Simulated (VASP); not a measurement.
**Driving VASP from ASE on WC**

Do ASE scripts that read WC from different structure formats give one answer, and do several routes find one equilibrium volume? All runs use LDA. Left out of this account: 1 further run (self-consistent run: a reference on another mesh). The start is a computed cell from the Materials Project.

Program: VASP 6.6.1. Level of theory: LDA; plane waves and PAW (W, C). Results are calculated unless marked as measured.

**1. Starting point**

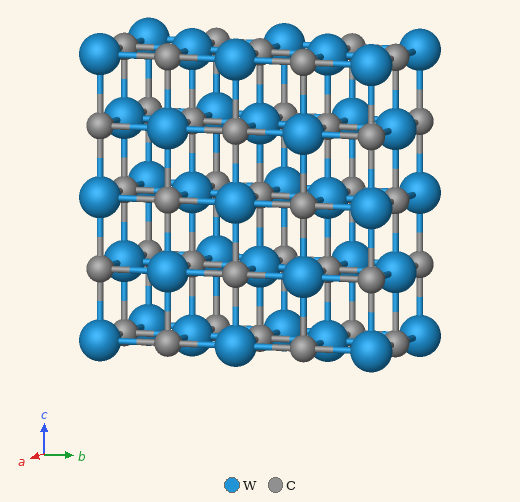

The starting structure, seen slightly off an axis (tungsten blue, carbon grey). 1×2×2 cells are drawn. This picture shows the conventional cell, with its axes. Some periodic images of atoms are drawn too.

Coordinates:

```cif
data_structure
_symmetry_space_group_name_H-M 'Fm-3m'
_symmetry_Int_Tables_number 225
_cell_length_a 4.3854
_cell_length_b 4.3854
_cell_length_c 4.3854
_cell_angle_alpha 90.000
_cell_angle_beta 90.000
_cell_angle_gamma 90.000
_cell_volume 84.34
loop_
_atom_site_label
_atom_site_type_symbol
_atom_site_symmetry_multiplicity
_atom_site_Wyckoff_symbol
_atom_site_fract_x
_atom_site_fract_y
_atom_site_fract_z
_atom_site_occupancy
W1 W 4 a 0.00000 0.00000 0.00000 1
C1 C 4 b 0.50000 0.00000 0.00000 1
```

**2. A single point (LDA, through ASE)**

A single point through ASE, with the structure read from a POSCAR.

The input, run.py:

```python
import numpy as np
from ase.calculators.vasp import Vasp
from ase.io import read
from ase.dft.bandgap import bandgap

atoms = read('structure.vasp')

calc = Vasp(
    xc='lda',
    pp='LDA',
    prec='Accurate',
    encut=520,
    ediff=1e-06,
    nelm=100,
    ismear=-1,
    sigma=0.05,
    lreal=False,
    algo='Normal',
    nbands=11,
    lasph=True,
    lorbit=11,
    lwave=False,
    lcharg=False,
    kpar=2,
    isif=2,
    pp_version='64',
    setups={'W': '', 'C': ''},
    kpts=(15, 15, 15),
    gamma=True,
    txt='vasp.out',
)
atoms.calc = calc

print("energy (eV):", round(atoms.get_potential_energy(), 6))
print("Fermi level (eV):", round(calc.get_fermi_level(), 4))
print("forces (eV/A):")
print(np.round(atoms.get_forces(), 4))
print("stress (GPa, Voigt, tension positive):", np.round(atoms.get_stress() * 160.21766, 3))
gap, p1, p2 = bandgap(calc, direct=False)
print("gap on the mesh (eV):", round(gap, 4))
```

The input, structure.vasp:

```
WC
1.0
    0.0000000000      2.1926840000      2.1926840000
    2.1926840000      0.0000000000      2.1926840000
    2.1926840000      2.1926840000      0.0000000000
W C
1 1
Direct
    0.0000000000      0.0000000000      0.0000000000
    0.5000000000      0.5000000000      0.5000000000
```

The projector-augmented-wave data sets are W and C (LDA family, release 64).

Run with:

```bash
$ export ASE_VASP_COMMAND="mpirun -np 2 vasp_std"
$ python run.py
```

The log of the run:

```text
energy (eV): -23.854825
Fermi level (eV): 9.6088
forces (eV/A):
[[-0. -0. -0.]
 [ 0.  0.  0.]]
stress (GPa, Voigt, tension positive): [15.338 15.338 15.338  0.    -0.    -0.   ]
gap on the mesh (eV): 0.0
```

The job ended after 12 s (2 MPI ranks of AMD EPYC 7R43, shared host; peak memory 0.24 GiB; 23 s of CPU time).

The logs omit lines about the potential files and the build; timing stands in the text.

ASE turned this into the INCAR:

```
ENCUT = 520.000000
SIGMA = 0.050000
EDIFF = 1.00e-06
ALGO = Normal
PREC = Accurate
ISIF = 2
ISMEAR = -1
KPAR = 2
LORBIT = 11
NBANDS = 11
NELM = 100
LASPH = .TRUE.
LCHARG = .FALSE.
LWAVE = .FALSE.
LREAL = .FALSE.
```

ASE turned this into the KPOINTS:

```
KPOINTS created by Atomic Simulation Environment
0
Gamma
15 15 15
0 0 0
```

VASP's own log, vasp.out:

```text
[banner, memory and clock lines left out]
running    2 mpi-ranks, on    1 nodes
 distrk:  each k-point on    1 cores,    2 groups
 distr:  one band on    1 cores,    1 groups

 POSCAR found type information on POSCAR W C
 POSCAR found :  2 types and       2 ions
 LDA part: xc-table for (Slater(with rela. corr.)+CA(PZ))
 , standard interpolation
 POSCAR, INCAR and KPOINTS ok, starting setup
 FFT: planning ... GRIDC
 FFT: planning ... GRID_SOFT
 FFT: planning ... GRID
 WAVECAR not read
 entering main loop
       N       E                     dE             d eps       ncg     rms          rms(c)
DAV:   1     0.186327420074E+02    0.18633E+02   -0.50353E+03  2656   0.816E+02
DAV:   2    -0.256993577475E+02   -0.44332E+02   -0.42222E+02  3101   0.186E+02
DAV:   3    -0.274132945315E+02   -0.17139E+01   -0.16926E+01  3200   0.313E+01
DAV:   4    -0.274230460500E+02   -0.97515E-02   -0.97446E-02  2880   0.278E+00
DAV:   5    -0.274230866480E+02   -0.40598E-04   -0.40593E-04  3152   0.166E-01    0.323E+01
DAV:   6    -0.240124863823E+02    0.34106E+01   -0.17931E+01  2960   0.248E+01    0.939E+00
DAV:   7    -0.239101588461E+02    0.10233E+00   -0.94760E-01  2727   0.751E+00    0.832E+00
DAV:   8    -0.238709863363E+02    0.39173E-01   -0.16774E-01  2918   0.306E+00    0.350E+00
DAV:   9    -0.238594396326E+02    0.11547E-01   -0.24986E-02  2820   0.108E+00    0.369E-01
DAV:  10    -0.238591673368E+02    0.27230E-03   -0.62977E-04  3035   0.198E-01    0.729E-02
DAV:  11    -0.238591637194E+02    0.36174E-05   -0.23332E-05  3036   0.333E-02    0.101E-02
DAV:  12    -0.238591633732E+02    0.34620E-06   -0.98966E-07  1851   0.734E-03
   1 F= -.23859163E+02 E0= -.23854825E+02  d E =-.867717E-02
```

OUTCAR, selected parts (step 2):

```text
ion  position               nearest neighbor table
   1  0.000  0.000  0.000-   2 2.19   2 2.19   2 2.19   2 2.19   2 2.19   2 2.19
   2  0.500  0.500  0.500-   1 2.19   1 2.19   1 2.19   1 2.19   1 2.19   1 2.19

  LATTYP: Found a face centered cubic cell.
 ALAT       =     4.3853680000

 Subroutine GETGRP returns: Found 48 space group operations
 (whereof 48 operations were pure point group operations)

The static configuration has the point symmetry O_h .

 Found    120 irreducible k-points:

   k-points           NKPTS =    120   k-points in BZ     NKDIM =    120   number of bands    NBANDS=     11

   dimension x,y,z NGX =    24 NGY =   24 NGZ =   24
   dimension x,y,z NGXF=    48 NGYF=   48 NGZF=   48

   ENCUT  =  520.0 eV  38.22 Ry    6.18 a.u.   5.77  5.77  5.77*2*pi/ulx,y,z

   NELECT =      10.0000    total number of electrons

 k-points in reciprocal lattice and weights: KPOINTS created by Atomic Simulation Env
   0.00000000  0.00000000  0.00000000       0.000
   0.06666667  0.00000000  0.00000000       0.002
   0.13333333  0.00000000  0.00000000       0.002
   0.20000000  0.00000000  0.00000000       0.002
   0.26666667  0.00000000  0.00000000       0.002
   0.33333333  0.00000000  0.00000000       0.002
   0.40000000  0.00000000  0.00000000       0.002
   0.46666667  0.00000000  0.00000000       0.002
   0.06666667  0.06666667  0.00000000       0.002
[...]
-0.33333333  0.46666667  0.20000000       0.007
  -0.26666667  0.46666667  0.20000000       0.007

 average (electrostatic) potential at core
       1 -37.7257       2 -50.2965

 E-fermi :   9.6088

 k-point     1 :       0.0000    0.0000    0.0000
  band No.  band energies     occupation
    ...
      5       8.6248      2.00000
      6       8.6248      2.00000
      7       8.6829      2.00000
      8       8.6829      2.00000
      9       8.6829      2.00000
     10      16.3015      0.00000
     11      19.7503      0.00000

 k-point     2 :       0.0667    0.0000    0.0000
  band No.  band energies     occupation
    ...
      3       6.7641      2.00000
      4       6.7641      2.00000
      5       7.6153      2.00000
      6       7.6153      2.00000
      7       8.8663      2.00000
      8      10.0369      0.00038
      9      10.0369      0.00038
     10      16.5322      0.00000
     11      20.0428      0.00000

 k-point     3 :       0.1333    0.0000    0.0000
  band No.  band energies     occupation
    ...
      3       5.9843      2.00000
      4       5.9843      2.00000
      5       7.5964      2.00000
      6       7.5964      2.00000
      7       9.1666      1.99971
      8      11.5493      0.00000
      9      11.5493      0.00000
     10      17.1217      0.00000
     11      20.8273      0.00000

  Total       -2.0184752     -2.0184752     -2.0184752      0.0000000     -0.0000000      0.0000000
  in kB     -153.3825182   -153.3825182   -153.3825182      0.0000000     -0.0000000      0.0000000
  external PRESSURE =    -153.3825182 kB  Pullay stress =       0.0000000 kB

  energy-cutoff  :      520.00
  volume of cell :       21.08
      direct lattice vectors                 reciprocal lattice vectors
     0.000000000  2.192684000  2.192684000    -0.228031034  0.228031034  0.228031034
     2.192684000  0.000000000  2.192684000     0.228031034 -0.228031034  0.228031034
     2.192684000  2.192684000  0.000000000     0.228031034  0.228031034 -0.228031034

 POSITION                                       TOTAL-FORCE (eV/Angst)
 -----------------------------------------------------------------------------------
      0.00000      0.00000      0.00000        -0.000000     -0.000000     -0.000000
      2.19268      2.19268      2.19268         0.000000      0.000000      0.000000
 -----------------------------------------------------------------------------------
    total drift:                                0.000000     -0.000000      0.000000

  FREE ENERGIE OF THE ION-ELECTRON SYSTEM (eV)
  ---------------------------------------------------
  free  energy   TOTEN  =       -23.8591633732 eV

  energy  without entropy=      -23.8504862035  energy(sigma->0) =      -23.85482479

 total charge
# of ion       s       p       d       tot
------------------------------------------
    1        0.556   0.765   4.311   5.632
    2        0.849   1.575   0.000   2.424
--------------------------------------------------
tot          1.405   2.340   4.311   8.056

[... 3 further parts left out ...]
```

At this level the cell is under a tension of 15.3 GPa, so at these settings it is away from equilibrium. The data set W keeps the semicore shell frozen, which is cheaper and a little less accurate.

Numbers from this step:

| Item | Value |
| --- | --- |
| SCF cycles | 12 |
| electrons | 10 |
| bands | 11 |
| irreducible k-points | 120 |
| symmetry operations | 48 |
| free energy (TOTEN) | -23.86 eV |
| energy at zero smearing | -23.85 eV |
| Fermi energy | 9.609 eV |
| pressure | -15.34 GPa |
| metallic | yes |

The pressure is -15.34 GPa and the largest force 0.000 eV/Å, so the cell is not at a minimum at these settings.

(Continued in part 2 of 4.)

[Lines on the potential files, build, host, timing and source positions are cut from VASP's logs without a mark.]

[Logs are printed without paths, hosts, clocks, repeated set-up lines and the standing remarks that a program may print on its own settings, such as how far it seeks lower states.]

[Hosts, paths, dates, database ids (printed as entryN), source tags and the programs' standing remarks are cut or masked in the printed files.]

[A measured line is paired with the nearest computed mode of its activity, which favours agreement.]
